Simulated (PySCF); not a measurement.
System: CaIn (doublet).

```xyz
2

Ca    0.0000    0.0000   -2.4299
In    0.0000    0.0000    0.8451
```

⟨S²⟩ = 0.88, above the pure value of 0.75.

Computed with PBE0/x2c-SVPall, spin-free X2C-1e, Gaussian nucleus, at a bond length of 3.275 Å (PySCF 2.14.0).

Question: What can the converged electron density, electron localisation function and spin density tell about the bonding?

Answer: Ca–In (3.27 Å): the density is about 0.12 e/Å³ at the midpoint; the ELF is about 0.35 at the midpoint.
The unpaired spin (1 electron) lies mostly on In2 (about 1.0), in electrons by Hirshfeld's partition.

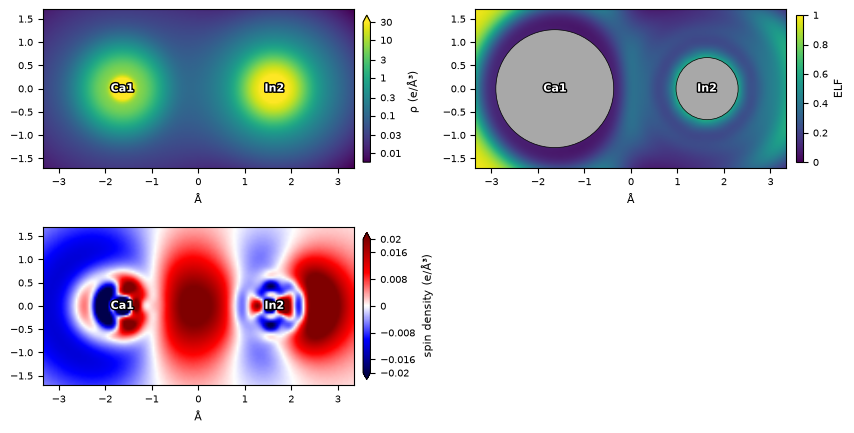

Computed electron density, electron localisation function and spin density on a plane that holds the molecular axis, in this order. Grey discs cover the atomic cores in the ELF map. 
